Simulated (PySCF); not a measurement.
System: C3H2AlF (SMILES C=C=[C-][Al+][F]).

```yaml
atoms:
  - { symbol: C, position_ang: [-3.2339, -2.5542, -2.2836] }
  - { symbol: C, position_ang: [-2.6117, -1.6166, -1.5765] }
  - { symbol: C, position_ang: [-1.8984, -0.7491, -0.9556] }
  - { symbol: Al, position_ang: [-2.1587, 0.5684, 0.3089] }
  - { symbol: F, position_ang: [-1.2532, 1.7023, 1.1153] }
  - { symbol: H, position_ang: [-3.3280, -3.5757, -1.9037] }
  - { symbol: H, position_ang: [-3.6597, -2.3279, -3.2655] }
```

Geometry: PBE0-D3(BJ)/def2-SVP.

The calculation used Gaussian-basis quantum chemistry of an isolated molecule with PySCF, energy and nuclear gradient, functional PBE0 (PySCF 2.14.0).

What will maps of the electron density and electron localisation function show?

Answer. C–C (1.28 Å): ρ at the midpoint is about 2.5 e/Å³; the ELF peaks at about 0.90 between the atoms; a multiple bond.
Al–F (1.66 Å): ρ at the midpoint is about 0.9 e/Å³; the ELF peaks at about 0.85 in the valence shell of F, 0.5 Å from its nucleus, and is about 0.35 at the midpoint.
C–Al (1.84 Å): ρ at the midpoint is about 0.74 e/Å³; the ELF peaks at about 0.90 between the atoms, as expected for a polar covalent bond.
C–C (1.33 Å): ρ is about 2.3 e/Å³ halfway; the ELF peaks at about 0.90 between the atoms (a short, multiple covalent bond).

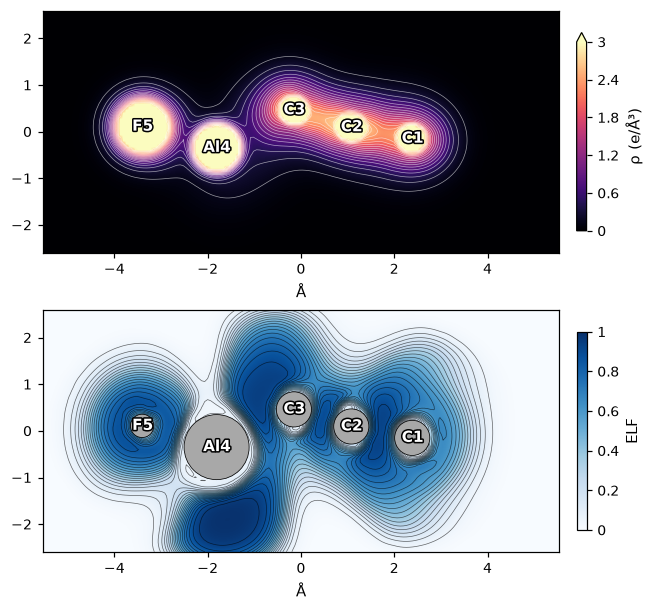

Computed electron density and electron localisation function on the plane of atoms C3, Al4 and F5, in this order. Grey discs cover the atomic cores in the ELF map. 
